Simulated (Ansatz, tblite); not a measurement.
# C3H12OSiSn: chosen isomers compared

Aim: relax some chosen isomers of C3H12OSiSn, and see how the levels of theory order them.

Method: relaxed with r2SCAN-D4/def2-SVP, singlet; program: Ansatz 0.2.0, Gaussian basis.

2 further runs of the same task are left out: 2 set aside as unsound or not needed. Runs told in other sessions of the task aren't counted.

## 1. Starting geometry

18 atoms, charge 0, spin multiplicity 1.

Atoms are counted from 1 here; the program's logs count them from 0.

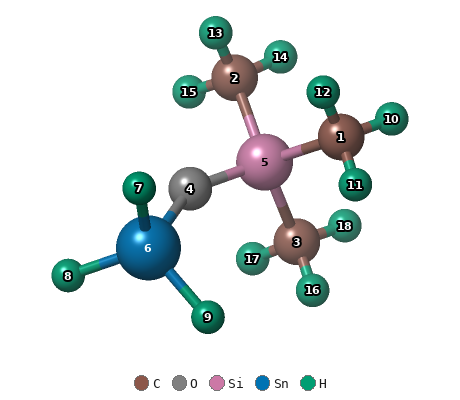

Start geometry, drawn with carbon brown, oxygen grey, silicon pink, tin blue, hydrogen teal; atoms are numbered from 1 in the order of the file.

Coordinates:

```xyz
18
C3H12OSiSn
C    -1.6890    0.5048    0.8080
C    -0.6125   -2.1305   -0.5113
C    -0.1975    0.6440   -1.9227
O     1.1053   -0.1573    0.5080
Si   -0.3219   -0.2731   -0.2619
Sn    2.3272    0.9436    1.5236
H     2.0171    0.5555    3.1082
H     3.7960    0.4134    0.9718
H     1.9962    2.5369    1.1632
H    -2.6590    0.4445    0.3267
H    -1.4797    1.5533    1.0041
H    -1.7632    0.0004    1.7667
H    -0.6732   -2.6494    0.4391
H    -1.5378   -2.3069   -1.0484
H     0.1953   -2.5775   -1.0803
H    -0.0054    1.7029   -1.7739
H     0.6140    0.2449   -2.5229
H    -1.1120    0.5504   -2.4983
```

Sn takes a core potential in the def2 sets. No spin-orbit coupling is included.

The isomers as started, chosen beforehand: A: SnH3(OSiMe3); B: (Me)3Sn-O-SiH3. The structure above is A.

## 2. Relaxing candidate A

Input file in.yaml:

```yaml
crystal:
  periodic: [false, false, false]
  atoms:
    - {symbol: C, position_ang: [-1.688970, 0.504840, 0.808040]}
    - {symbol: C, position_ang: [-0.612480, -2.130470, -0.511290]}
    - {symbol: C, position_ang: [-0.197480, 0.644010, -1.922720]}
    - {symbol: O, position_ang: [1.105260, -0.157300, 0.507990]}
    - {symbol: Si, position_ang: [-0.321850, -0.273080, -0.261860]}
    - {symbol: Sn, position_ang: [2.327150, 0.943630, 1.523600]}
    - {symbol: H, position_ang: [2.017060, 0.555460, 3.108170]}
    - {symbol: H, position_ang: [3.796020, 0.413430, 0.971830]}
    - {symbol: H, position_ang: [1.996240, 2.536870, 1.163240]}
    - {symbol: H, position_ang: [-2.659040, 0.444500, 0.326740]}
    - {symbol: H, position_ang: [-1.479710, 1.553320, 1.004140]}
    - {symbol: H, position_ang: [-1.763190, 0.000370, 1.766700]}
    - {symbol: H, position_ang: [-0.673150, -2.649380, 0.439130]}
    - {symbol: H, position_ang: [-1.537810, -2.306920, -1.048430]}
    - {symbol: H, position_ang: [0.195320, -2.577460, -1.080280]}
    - {symbol: H, position_ang: [-0.005440, 1.702870, -1.773880]}
    - {symbol: H, position_ang: [0.614040, 0.244870, -2.522860]}
    - {symbol: H, position_ang: [-1.111960, 0.550450, -2.498260]}
basis:
  gaussian: {orbitals: def2-SVP}
hamiltonian: {xc: r2scan, dispersion: d4}
scf: {lower_state_search: "off"}
output: {orbitals: {seedname: orbitals}}
relax: {f_tol: 0.02, max_steps: 100}
```

The run is started by

```sh
$ ansatz run in.yaml --threads 4 --pin off --events-out ev --progress --plain --max-ram 4787MiB
```

The program printed (excerpt; [...] marks lines left out):

```text
Functional definition: r2SCAN
  name "r2SCAN"
  cite "Furness, Kaplan, Ning, Perdew & Sun, J. Phys. Chem. Lett. 11, 8208 (2020) doi:10.1021/acs.jpclett.0c02405"
  cite "Furness, Kaplan, Ning, Perdew & Sun, J. Phys. Chem. Lett. 11, 9248 (2020) doi:10.1021/acs.jpclett.0c03077"
  parent r2scan
[...]
1800 factors; their error is unknown
[...]
mean field -19056.41466897 eV, -700.3103221829 hartree, gradient 2.0e-6 eV, S^2 0.000000; 0 other end points of the search recorded, 0 dependent functions left out
[...]
reference -19056.41468404 eV, -700.3103227367 hartree; 37, 37 occupied and 123, 123 virtual orbitals, 1800 factors
relax step   1: F+E_penalty+E_count = -19056.53475600 eV  Δ(F+E_penalty+E_count) = +0.000e0 eV  max|allowed force component| = 1.001e0 eV/Å  Δτ_max = 0.0000 Å  (17 SCF iters, accepted)
[...]
relax step   3: F+E_penalty+E_count = -19056.71448710 eV  Δ(F+E_penalty+E_count) = -2.302e-2 eV  max|allowed force component| = 3.412e-1 eV/Å  Δτ_max = 0.0387 Å  (20 SCF iters, accepted)
[...]
relax step   5: F+E_penalty+E_count = -19056.73186807 eV  Δ(F+E_penalty+E_count) = -5.476e-3 eV  max|allowed force component| = 2.855e-1 eV/Å  Δτ_max = 0.1837 Å  (19 SCF iters, accepted)
[...]
relax step   7: F+E_penalty+E_count = -19056.73609257 eV  Δ(F+E_penalty+E_count) = -4.469e-4 eV  max|allowed force component| = 7.192e-3 eV/Å  Δτ_max = 0.0254 Å  (20 SCF iters, accepted)
[...]
Atom 3 at     1.211448    -0.372870     0.514987 Å, force     0.006062    -0.002479     0.004532 eV/Å
Atom 4 at    -0.269016    -0.351699    -0.253213 Å, force     0.002609     0.004801     0.002428 eV/Å
Atom 5 at     2.258749     0.997803     1.498783 Å, force    -0.005672    -0.000095    -0.009924 eV/Å
Atom 6 at     1.920991     0.777711     3.162915 Å, force    -0.002242     0.001271    -0.001073 eV/Å
Atom 7 at     3.888403     0.662928     1.110958 Å, force     0.000640    -0.003098     0.000933 eV/Å
Atom 8 at     1.761118     2.543843     0.942959 Å, force     0.002943     0.002025     0.004238 eV/Å
Atom 9 at    -2.556338     0.452971     0.382001 Å, force    -0.001081    -0.000256     0.000100 eV/Å
Atom 10 at    -1.308882     1.512386     1.068012 Å, force     0.000069    -0.000508    -0.000699 eV/Å
Atom 11 at    -1.644632    -0.068653     1.818133 Å, force    -0.000682    -0.000367     0.000349 eV/Å
Atom 12 at    -0.814684    -2.708430     0.338096 Å, force     0.001045     0.001581     0.000160 eV/Å
Atom 13 at    -1.703627    -2.202754    -1.122328 Å, force    -0.000208    -0.001362    -0.000397 eV/Å
Atom 14 at     0.025462    -2.622133    -1.227059 Å, force     0.000767     0.001492     0.000769 eV/Å
Atom 15 at     0.135062     1.663365    -1.686770 Å, force    -0.000717    -0.000744     0.001119 eV/Å
Atom 16 at     0.626984     0.171385    -2.523711 Å, force     0.000166     0.000209    -0.000493 eV/Å
Atom 17 at    -1.095964     0.607809    -2.414725 Å, force    -0.000614     0.000190    -0.000976 eV/Å
Dipole moment:     0.053337     0.244082     0.109262 e Å
Checks for a lower state left out: stability, starts, cluster_reference, orbital_swaps, neighbouring_geometries, increment
```

It took 32 s on 4 threads of Arm Neoverse V1, shared host.

The steps of the relaxation:

| step | energy from step 1 (eV) | largest force component (eV/Å) |
| --- | --- | --- |
| 1 | 0.0000 | 1.0006 |
| 2 | -0.1567 | 0.7977 |
| 3 | -0.1797 | 0.3412 |
| 4 | -0.1916 | 0.0753 |
| 5 | -0.1971 | 0.2855 |
| 6 | -0.2009 | 0.0409 |
| 7 | -0.2013 | 0.0072 |
| 8 | -0.2015 | 0.0168 |
| 9 | -0.2012 | 0.0341 |
| 10 | -0.2016 | 0.0099 |

The force was under the threshold of 0.02 eV/Å already at step 7, but the program went on to step 10.

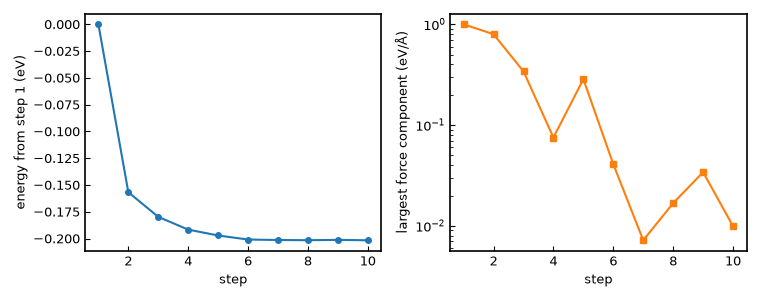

Energy and largest force along the relaxation.

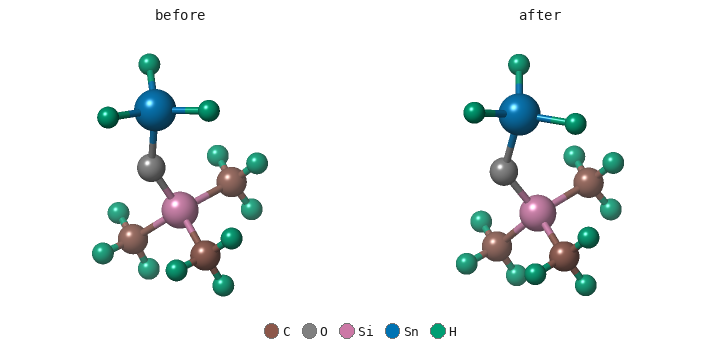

The geometry before (left) and after (right).

Close pairs (by a distance rule), those that changed most:

| bond | before (Å) | after (Å) | change (Å) |
| --- | --- | --- | --- |
| O4–Sn6 | 1.933 | 1.986 | +0.053 |
| Sn6–H8 | 1.656 | 1.708 | +0.052 |
| Sn6–H7 | 1.661 | 1.712 | +0.052 |
| Sn6–H9 | 1.667 | 1.717 | +0.050 |
| O4–Si5 | 1.626 | 1.668 | +0.042 |
| C2–Si5 | 1.896 | 1.873 | -0.023 |
| C3–Si5 | 1.901 | 1.881 | -0.021 |
| C1–Si5 | 1.902 | 1.883 | -0.019 |

## 3. Relaxing candidate B

Input file in.yaml:

```yaml
crystal:
  periodic: [false, false, false]
  atoms:
    - {symbol: C, position_ang: [1.617840, -1.558080, -0.858000]}
    - {symbol: C, position_ang: [1.593040, 1.462110, 1.306220]}
    - {symbol: C, position_ang: [-0.533420, 1.338810, -1.740450]}
    - {symbol: O, position_ang: [-0.905940, -0.541200, 0.956170]}
    - {symbol: Si, position_ang: [-2.390890, -1.106630, 1.136100]}
    - {symbol: Sn, position_ang: [0.546580, 0.233660, -0.177130]}
    - {symbol: H, position_ang: [0.986550, -2.129080, -1.530970]}
    - {symbol: H, position_ang: [2.528240, -1.272850, -1.373830]}
    - {symbol: H, position_ang: [1.866210, -2.171950, 0.001310]}
    - {symbol: H, position_ang: [2.379600, 2.037140, 0.830040]}
    - {symbol: H, position_ang: [0.885140, 2.136840, 1.775780]}
    - {symbol: H, position_ang: [2.025470, 0.819550, 2.065810]}
    - {symbol: H, position_ang: [-1.123960, 2.126020, -1.283160]}
    - {symbol: H, position_ang: [-1.196210, 0.660150, -2.267460]}
    - {symbol: H, position_ang: [0.167560, 1.776520, -2.442790]}
    - {symbol: H, position_ang: [-2.606870, -2.258340, 0.256290]}
    - {symbol: H, position_ang: [-2.470100, -1.485100, 2.543080]}
    - {symbol: H, position_ang: [-3.368850, -0.067560, 0.802990]}
basis:
  gaussian: {orbitals: def2-SVP}
hamiltonian: {xc: r2scan, dispersion: d4}
scf: {lower_state_search: "off"}
output: {orbitals: {seedname: orbitals}}
relax: {f_tol: 0.02, max_steps: 100}
```

The command is unchanged.

The program printed:

```text
Functional definition: r2SCAN
  name "r2SCAN"
  cite "Furness, Kaplan, Ning, Perdew & Sun, J. Phys. Chem. Lett. 11, 8208 (2020) doi:10.1021/acs.jpclett.0c02405"
  cite "Furness, Kaplan, Ning, Perdew & Sun, J. Phys. Chem. Lett. 11, 9248 (2020) doi:10.1021/acs.jpclett.0c03077"
  parent r2scan
  parameter k0 = 0.174
  parameter k1 = 0.065
  parameter a1 = 4.9479
  exchange = r2scan_x(k0 = k0, k1 = k1, a1 = a1)
  correlation = r2scan_c
these checks for a lower state are left out or cut short: stability, starts, cluster_reference, orbital_swaps, neighbouring_geometries, increment
1800 factors; their error is unknown
mean field evaluation 1: about -19035.6033 eV, gradient 9.4e1 eV
mean field evaluation 2: about -19002.0655 eV, gradient 1.5e2 eV
mean field evaluation 4: about -19055.7049 eV, gradient 7.3e0 eV
mean field evaluation 8: about -19055.8280 eV, gradient 1.6e-1 eV
mean field evaluation 16: about -19055.7585 eV, gradient 1.4e-4 eV
mean field -19055.75852293 eV, -700.2862092608 hartree, gradient 7.8e-6 eV, S^2 0.000000; 0 other end points of the search recorded, 0 dependent functions left out
the calculation of the forces begins
reference -19055.75853727 eV, -700.2862097877 hartree; 37, 37 occupied and 123, 123 virtual orbitals, 1800 factors
relax step   1: F+E_penalty+E_count = -19055.86949136 eV  Δ(F+E_penalty+E_count) = +0.000e0 eV  max|allowed force component| = 1.619e0 eV/Å  Δτ_max = 0.0000 Å  (18 SCF iters, accepted)
these checks for a lower state are left out or cut short: stability, starts, cluster_reference, orbital_swaps, neighbouring_geometries, increment
1800 factors; their error is unknown
mean field -19055.90923489 eV, -700.2917478232 hartree, gradient 2.6e-6 eV, S^2 0.000000; 0 other end points of the search recorded, 0 dependent functions left out
the calculation of the forces begins
reference -19055.90924927 eV, -700.2917483513 hartree; 37, 37 occupied and 123, 123 virtual orbitals, 1800 factors
relax step   2: F+E_penalty+E_count = -19056.02072078 eV  Δ(F+E_penalty+E_count) = -1.512e-1 eV  max|allowed force component| = 6.909e-1 eV/Å  Δτ_max = 0.1644 Å  (19 SCF iters, accepted)
these checks for a lower state are left out or cut short: stability, starts, cluster_reference, orbital_swaps, neighbouring_geometries, increment
1800 factors; their error is unknown
mean field evaluation 32: about -19055.9572 eV, gradient 2.1e-1 eV
mean field -19055.95727928 eV, -700.2935134217 hartree, gradient 2.6e-6 eV, S^2 0.000000; 0 other end points of the search recorded, 0 dependent functions left out
the calculation of the forces begins
reference -19055.95729371 eV, -700.2935139519 hartree; 37, 37 occupied and 123, 123 virtual orbitals, 1800 factors
relax step   3: F+E_penalty+E_count = -19056.06857084 eV  Δ(F+E_penalty+E_count) = -4.785e-2 eV  max|allowed force component| = 2.734e-1 eV/Å  Δτ_max = 0.0616 Å  (19 SCF iters, accepted)
these checks for a lower state are left out or cut short: stability, starts, cluster_reference, orbital_swaps, neighbouring_geometries, increment
1800 factors; their error is unknown
mean field -19055.96720275 eV, -700.2938781025 hartree, gradient 2.7e-6 eV, S^2 0.000000; 0 other end points of the search recorded, 0 dependent functions left out
the calculation of the forces begins
reference -19055.96721714 eV, -700.2938786315 hartree; 37, 37 occupied and 123, 123 virtual orbitals, 1800 factors
relax step   4: F+E_penalty+E_count = -19056.07848602 eV  Δ(F+E_penalty+E_count) = -9.915e-3 eV  max|allowed force component| = 1.649e-1 eV/Å  Δτ_max = 0.0879 Å  (19 SCF iters, accepted)
these checks for a lower state are left out or cut short: stability, starts, cluster_reference, orbital_swaps, neighbouring_geometries, increment
1800 factors; their error is unknown
mean field -19055.97139737 eV, -700.2940322522 hartree, gradient 2.8e-6 eV, S^2 0.000000; 0 other end points of the search recorded, 0 dependent functions left out
the calculation of the forces begins
reference -19055.97141169 eV, -700.2940327783 hartree; 37, 37 occupied and 123, 123 virtual orbitals, 1800 factors
relax step   5: F+E_penalty+E_count = -19056.08286696 eV  Δ(F+E_penalty+E_count) = -4.381e-3 eV  max|allowed force component| = 7.829e-2 eV/Å  Δτ_max = 0.0914 Å  (19 SCF iters, accepted)
these checks for a lower state are left out or cut short: stability, starts, cluster_reference, orbital_swaps, neighbouring_geometries, increment
1800 factors; their error is unknown
mean field -19055.97381571 eV, -700.2941211242 hartree, gradient 2.6e-6 eV, S^2 0.000000; 0 other end points of the search recorded, 0 dependent functions left out
the calculation of the forces begins
reference -19055.97382997 eV, -700.2941216486 hartree; 37, 37 occupied and 123, 123 virtual orbitals, 1800 factors
relax step   6: F+E_penalty+E_count = -19056.08552162 eV  Δ(F+E_penalty+E_count) = -2.655e-3 eV  max|allowed force component| = 1.287e-1 eV/Å  Δτ_max = 0.0394 Å  (20 SCF iters, accepted)
these checks for a lower state are left out or cut short: stability, starts, cluster_reference, orbital_swaps, neighbouring_geometries, increment
1800 factors; their error is unknown
mean field evaluation 64: about -19055.9765 eV, gradient 2.7e-6 eV
mean field -19055.97647748 eV, -700.2942189427 hartree, gradient 2.7e-6 eV, S^2 0.000000; 0 other end points of the search recorded, 0 dependent functions left out
the calculation of the forces begins
reference -19055.97649163 eV, -700.2942194625 hartree; 37, 37 occupied and 123, 123 virtual orbitals, 1800 factors
relax step   7: F+E_penalty+E_count = -19056.08887960 eV  Δ(F+E_penalty+E_count) = -3.358e-3 eV  max|allowed force component| = 2.157e-1 eV/Å  Δτ_max = 0.1005 Å  (19 SCF iters, accepted)
these checks for a lower state are left out or cut short: stability, starts, cluster_reference, orbital_swaps, neighbouring_geometries, increment
1800 factors; their error is unknown
mean field -19055.97712668 eV, -700.2942428003 hartree, gradient 2.5e-6 eV, S^2 0.000000; 0 other end points of the search recorded, 0 dependent functions left out
the calculation of the forces begins
reference -19055.97714078 eV, -700.2942433185 hartree; 37, 37 occupied and 123, 123 virtual orbitals, 1800 factors
relax step   8: F+E_penalty+E_count = -19056.08972699 eV  Δ(F+E_penalty+E_count) = -8.474e-4 eV  max|allowed force component| = 1.711e-1 eV/Å  Δτ_max = 0.0270 Å  (20 SCF iters, accepted)
these checks for a lower state are left out or cut short: stability, starts, cluster_reference, orbital_swaps, neighbouring_geometries, increment
1800 factors; their error is unknown
mean field -19055.97770044 eV, -700.2942638856 hartree, gradient 2.5e-6 eV, S^2 0.000000; 0 other end points of the search recorded, 0 dependent functions left out
the calculation of the forces begins
reference -19055.97771450 eV, -700.2942644021 hartree; 37, 37 occupied and 123, 123 virtual orbitals, 1800 factors
relax step   9: F+E_penalty+E_count = -19056.09052388 eV  Δ(F+E_penalty+E_count) = -7.969e-4 eV  max|allowed force component| = 4.373e-2 eV/Å  Δτ_max = 0.0298 Å  (20 SCF iters, accepted)
these checks for a lower state are left out or cut short: stability, starts, cluster_reference, orbital_swaps, neighbouring_geometries, increment
1800 factors; their error is unknown
mean field -19055.97786051 eV, -700.2942697682 hartree, gradient 2.6e-6 eV, S^2 0.000000; 0 other end points of the search recorded, 0 dependent functions left out
the calculation of the forces begins
reference -19055.97787457 eV, -700.2942702847 hartree; 37, 37 occupied and 123, 123 virtual orbitals, 1800 factors
relax step  10: F+E_penalty+E_count = -19056.09069032 eV  Δ(F+E_penalty+E_count) = -1.664e-4 eV  max|allowed force component| = 1.598e-2 eV/Å  Δτ_max = 0.0077 Å  (21 SCF iters, accepted)
Total energy: -19056.09070437 eV, -700.2984167036 hartree
Atom 0 at     1.585783    -1.501081    -0.818165 Å, force    -0.012827    -0.006870     0.015984 eV/Å
Atom 1 at     1.701264     1.481896     1.208255 Å, force    -0.009596    -0.003319     0.007267 eV/Å
Atom 2 at    -0.586155     1.268069    -1.576879 Å, force    -0.001088    -0.004940     0.002252 eV/Å
Atom 3 at    -0.842380    -0.534194     1.203312 Å, force     0.000941    -0.003599    -0.002467 eV/Å
Atom 4 at    -2.378980    -1.102046     1.057787 Å, force     0.004660     0.003907     0.000906 eV/Å
Atom 5 at     0.527807     0.213361    -0.064421 Å, force     0.002008     0.011774    -0.006442 eV/Å
Atom 6 at     0.903517    -2.129133    -1.408722 Å, force    -0.003334    -0.009598    -0.005999 eV/Å
Atom 7 at     2.427598    -1.191024    -1.454788 Å, force     0.004654     0.011525    -0.003647 eV/Å
Atom 8 at     1.972968    -2.089829     0.025887 Å, force     0.004747    -0.006530    -0.000287 eV/Å
Atom 9 at     2.529517     1.941934     0.649577 Å, force     0.003475     0.000406    -0.005768 eV/Å
Atom 10 at     1.062357     2.274667     1.623062 Å, force     0.002392     0.004128     0.001915 eV/Å
Atom 11 at     2.112493     0.886147     2.035780 Å, force     0.002123     0.000064     0.002870 eV/Å
Atom 12 at    -1.215186     2.039676    -1.109770 Å, force    -0.001110     0.001857     0.004317 eV/Å
Atom 13 at    -1.230839     0.567790    -2.128299 Å, force    -0.001152    -0.001064    -0.001560 eV/Å
Atom 14 at     0.101449     1.750676    -2.287371 Å, force     0.004837     0.005857    -0.009482 eV/Å
Atom 15 at    -2.474099    -2.245689     0.087734 Å, force     0.003063    -0.006414    -0.003601 eV/Å
Atom 16 at    -2.866027    -1.583893     2.385450 Å, force    -0.000145    -0.002552     0.003823 eV/Å
Atom 17 at    -3.331097    -0.047316     0.571573 Å, force    -0.003647     0.005368    -0.000082 eV/Å
Dipole moment:     0.462334     0.243606    -0.370602 e Å
Checks for a lower state left out: stability, starts, cluster_reference, orbital_swaps, neighbouring_geometries, increment
```

It took 32 s on 4 threads of Arm Neoverse V1, shared host.

Along the way:

| step | energy from step 1 (eV) | largest force component (eV/Å) |
| --- | --- | --- |
| 1 | 0.0000 | 1.6192 |
| 2 | -0.1512 | 0.6909 |
| 3 | -0.1991 | 0.2734 |
| 4 | -0.2090 | 0.1649 |
| 5 | -0.2134 | 0.0783 |
| 6 | -0.2160 | 0.1287 |
| 7 | -0.2194 | 0.2157 |
| 8 | -0.2202 | 0.1711 |
| 9 | -0.2210 | 0.0437 |
| 10 | -0.2212 | 0.0160 |

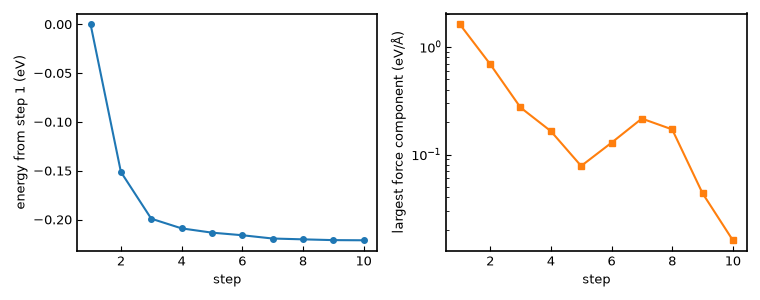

Energy and force, step by step.

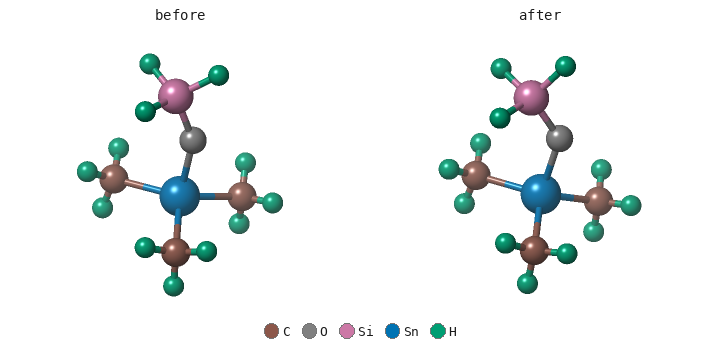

Before and after, at one scale.

Close pairs (by a distance rule), those that changed most:

| bond | before (Å) | after (Å) | change (Å) |
| --- | --- | --- | --- |
| C2–Sn6 | 2.192 | 2.146 | -0.046 |
| O4–Si5 | 1.599 | 1.645 | +0.046 |
| C1–Sn6 | 2.196 | 2.151 | -0.045 |
| C3–Sn6 | 2.198 | 2.154 | -0.044 |
| Si5–H16 | 1.465 | 1.503 | +0.037 |
| Si5–H18 | 1.465 | 1.502 | +0.037 |
| Si5–H17 | 1.459 | 1.494 | +0.035 |
| C3–H15 | 1.085 | 1.100 | +0.016 |

## 4. The relaxed candidates

| candidate | point group | bonds (count, mean Å) | energy above the lowest (kcal/mol) |
| --- | --- | --- | --- |
| A | C1 | C–Si 3, 1.88; O–Si 1, 1.67; O–Sn 1, 1.99; C–H 9, 1.10; H–Sn 3, 1.71 | 0.0 |
| B | C1 | C–Sn 3, 2.15; O–Si 1, 1.64; O–Sn 1, 2.01; C–H 9, 1.10; H–Si 3, 1.50 | 14.9 |

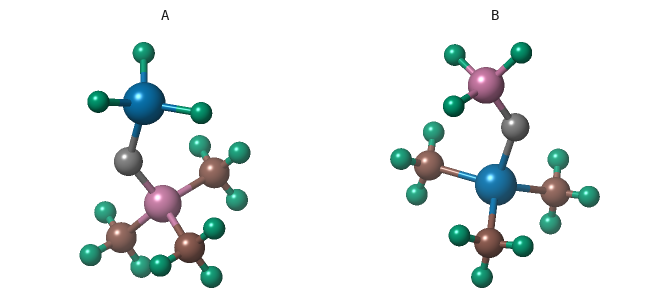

The candidates after relaxation.

## 5. Candidate B, GFN1-xTB

Tight binding, by tblite at 300 K electronic temperature and without a spin-polarisation term:

```python
tblite.interface.Calculator('GFN1-xTB', numbers, positions, charge=0, uhf=0).singlepoint()
```

Energy -596.8842 eV, HOMO -11.68 eV, LUMO -6.91 eV; 0.013 s.

## 6. Candidate B, GFN2-xTB

Tight binding, by tblite at 300 K electronic temperature and without a spin-polarisation term:

```python
tblite.interface.Calculator('GFN2-xTB', numbers, positions, charge=0, uhf=0).singlepoint()
```

Energy -556.0907 eV, HOMO -10.54 eV, LUMO -6.11 eV; 0.009 s.

(Part 1 of 2 ends here.)
